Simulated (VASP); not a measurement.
Band structure of SnTe (relaxed from the layer:h-BN structure). These are r2SCAN meta-GGA, VASP's PBE PAW potentials (set 64) (plane waves; VASP 6.6.1) values and carry that method's errors.

The cell holds a wide vacuum, so values per volume refer to the whole cell.  Unless said otherwise, spin-orbit coupling is left out, though it shifts the bands of the heavy elements here.

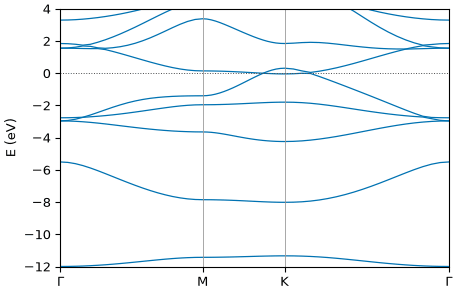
Fig. 1. Bands along high-symmetry lines, zero at the valence-band maximum or, without a gap, the Fermi level

Task: Read the plot: is there a gap, and where are the band edges?

Result: It has no gap at this level: it comes out as a metal or semimetal.

The cell is a sheet with vacuum, built from a generated structure.
